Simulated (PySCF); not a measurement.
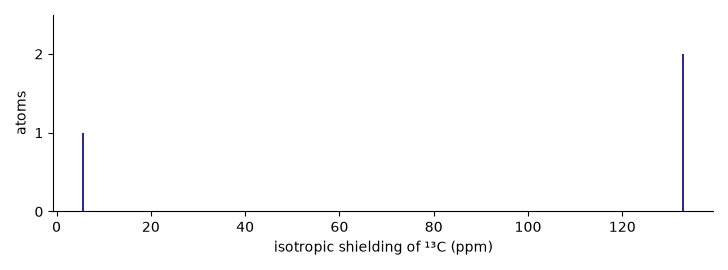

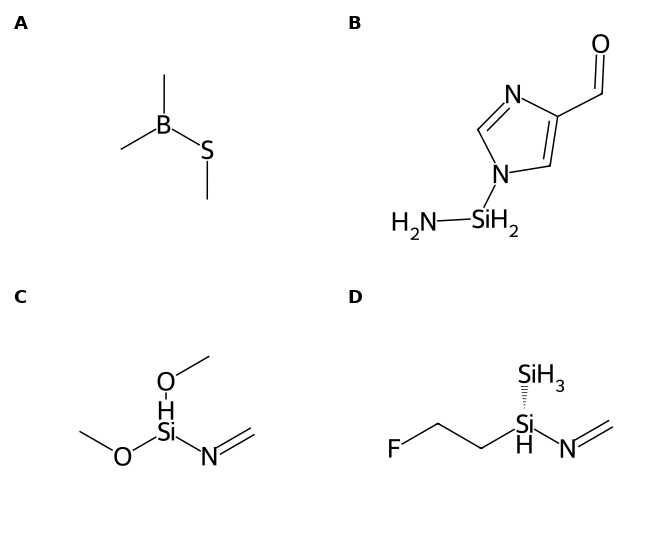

The sticks are computed shieldings of one of the molecules, for one fixed geometry (PBE0-D3(BJ)/def2-SVP) without averaging over rotations. Low shielding means a high chemical shift. Method: GIAO PBE0/pcSseg-1 NMR shielding, non-relativistic, gas phase (PySCF 2.14.0).

**Match the spectrum to a structure.**

C, `C=N[SiH](OC)OC`. Its 3 C atoms give lines at 5.7, 132.9 (2 atoms) ppm.

The geometry is semi-empirical. Around Si such bond lengths and angles can be off by a tenth of an ångström or more and by several degrees, and values that hang on the shape move with them.
